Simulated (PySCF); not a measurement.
**CH8AsB3: electronic excitations and core binding energies**

Wanted: the electronic excitations and core binding energies of CH8AsB3 (`B[As](B)BC`), by calculation.

The runs use PySCF 2.14.0, with density-fitted response routines of our own; the level of theory stands in each step. All values are computed, except where a source is named. Atoms count from 0, in the outputs and in this text.

**1. The starting structure**

13 atoms, charge 0, multiplicity 1; geometry from: GFN2-xTB.

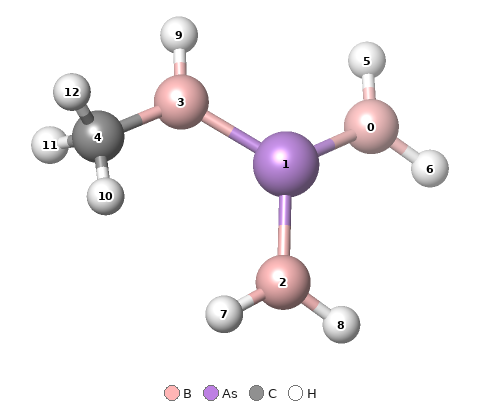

The starting geometry (boron pink, arsenic purple, carbon grey, hydrogen white), atoms numbered.

**2. Excited states and response: CAM-B3LYP/def2-SVPD**

What the job is given:

```
{"job": {"kind": "uv", "xc": "CAM-B3LYP", "basis": "def2-SVPD", "nstates": 8, "ntriplets": 3}, "charge": 0, "multiplicity": 1}
B      1.856114     1.608792     0.911769
As     0.807397     0.093550     0.375289
B      1.519666    -0.999645    -1.032169
B     -1.123230     0.264515     0.536366
C     -2.134142    -0.714784    -0.173621
H      1.383933     2.479362     1.540530
H      2.993698     1.678222     0.633940
H      0.850489    -1.760310    -1.624050
H      2.655529    -0.931551    -1.317961
H     -1.569654     1.132172     1.194218
H     -1.660303    -1.542675    -0.700061
H     -2.739713    -0.170021    -0.900150
H     -2.844171    -1.137142     0.538172
```

Method: TDDFT CAM-B3LYP/def2-SVPD, vertical, gas phase, core orbitals frozen in the response.

Launch:

```sh
$ OMP_NUM_THREADS=1 python probes_run.py task.json out
```

This one command runs all jobs of the session in turn.

**Question.** This job is followed by: delta-SCF UKS SCAN, pcX-2 on the ionised atom, pcseg-1 elsewhere, spin-free X2C. Predict these results of the whole session: lowest singlet (CAM-B3LYP/def2-SVPD); brightest single state of those computed; lowest triplet; C1s binding energies, SCAN/pcX-2.

As calculated:

```
                                quantity                        value
    lowest singlet (CAM-B3LYP/def2-SVPD)  4.55 eV (273 nm), f = 0.198
brightest single state of those computed  state 2, 4.74 eV, f = 0.230
                          lowest triplet                      3.38 eV
        C1s binding energies, SCAN/pcX-2                 C4 290.15 eV
```

**Reading.** The lowest singlet, at 4.55 eV, is HOMO→LUMO 0.96 and is bright; of the 8 states computed, the strongest absorption comes from state 2 at 4.74 eV. The lowest triplet lies 1.17 eV below the lowest singlet (triplets in Tamm-Dancoff, singlets in full TDDFT).
